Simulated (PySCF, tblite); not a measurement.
# C4H7BO2S− (doublet): geometry, infrared bands and EPR parameters

Aim: predict the infrared bands and EPR parameters of C4H7BO2S− (doublet) (`C[C]([S-])B1OCCO1`).

The runs use tblite 0.8.0 and PySCF 2.14.0, with density-fitted response routines of our own; the level of theory stands in each step. All values are computed, except where a source is named. Atoms count from 0, in the outputs and in this text.

## (1) Starting geometry

15 atoms, charge -1, multiplicity 2; geometry from: force field or distance geometry start.

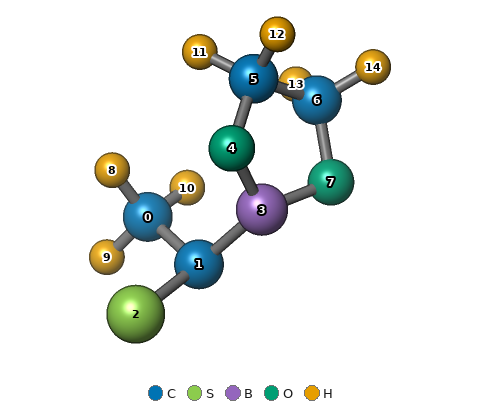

As it starts; carbon blue, sulfur green, boron purple, oxygen teal, hydrogen amber, atoms numbered; sticks join atoms by distance.

## (2) Optimising the geometry with GFN2-xTB

The job: settings as JSON, then the geometry in Å.

```
{"job": {"kind": "relax", "xc": "GFN2-xTB", "basis": "xTB"}, "charge": -1, "multiplicity": 2}
C      1.910400    -0.582600     0.080300
C      1.415700     0.291300    -1.088800
S      2.394100     1.777600    -1.180700
B     -0.134100     0.655100    -0.973100
O     -0.567900     1.504700     0.132700
C     -1.325700     0.607200     0.886600
C     -1.662500    -0.600100     0.003100
O     -1.091400    -0.393800    -1.253200
H      1.790400    -0.049500     1.050300
H      2.969000    -0.834000    -0.058100
H      1.323800    -1.531000     0.112500
H     -0.742700     0.288800     1.785800
H     -2.255800     1.111800     1.242200
H     -1.259500    -1.542400     0.449800
H     -2.768300    -0.695100    -0.096200
```

On the command line:

```bash
$ OMP_NUM_THREADS=1 python probes_run.py task.json out
```

One launch serves the whole session: the jobs run in the order shown.

**Question.** This job is followed by: GFN2-xTB harmonic vibrations, gas phase; UKS B3LYP, pcH-1 on B C H O S, non-relativistic, mean-field spin-orbit, GIAO. What will the session give for the following? strongest single infrared mode (GFN2-xTB); zero-point energy (GFN2-xTB); g(iso) (B3LYP); ⟨S²⟩; largest a(iso) (averaged by class).

**Answer**, as computed:

```
                                 quantity                        value
strongest single infrared mode (GFN2-xTB)        1104 cm⁻¹, 381 km/mol
             zero-point energy (GFN2-xTB)                68.3 kcal/mol
                           g(iso) (B3LYP)                      2.01373
                                     ⟨S²⟩           0.752 (exact 0.75)
       largest a(iso) (averaged by class)  1H on H8, H9, H10, 25.9 MHz
```

What this shows: The optimisation took 131 steps and gained 1.890 eV; among the close pairs (by a distance rule), C1–B3 changed most, from 1.596 to 1.487 Å. All 39 modes are real, so the xTB geometry is a minimum. The strongest single mode, at 1104 cm⁻¹, is carried by C5, O4, C6, O7. GFN2-xTB is a fitted tight-binding method: band positions and strengths are rough. Its intensities can rank the bands wrongly. The largest spin populations lie on S2 (0.43 e), C1 (0.37 e). The isotropic g lies 11.4 ppt above the free-electron value. These values are for one conformer; the search (at its own cheap level) found 1 more, at 0.34 kcal/mol, and measured spectra average over such forms.
